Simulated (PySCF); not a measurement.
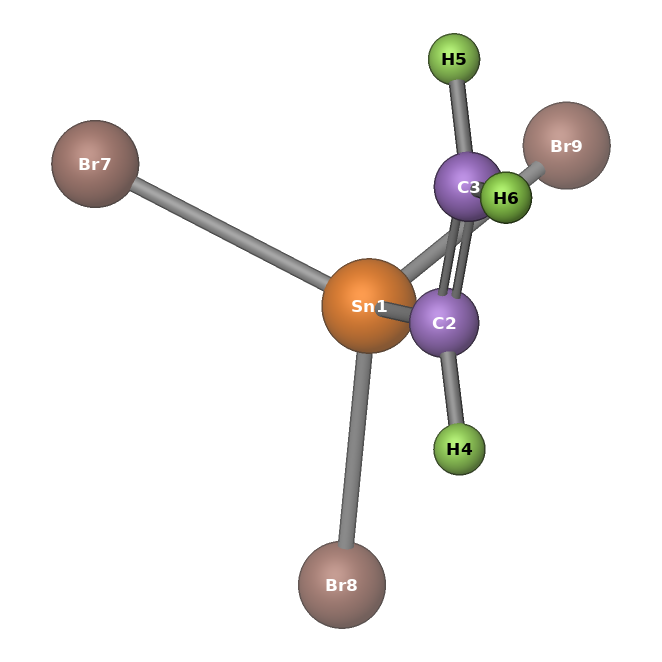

Sn1 lies behind C2. The molecule seen a little off the C2–Sn1 bond, C2 in front. Depth is shown by fading: the farther an atom, the more it takes the colour of the background. The geometry was computed by an optimisation with PBE0-D3(BJ)/def2-SVP. No frequency run is at hand to confirm it as a minimum.

Question: What is the torsion angle C3–C2–Sn1–Br7? The sign is positive where the front bond must turn clockwise to cover the back bond.

Answer: −61°, synclinal (gauche).
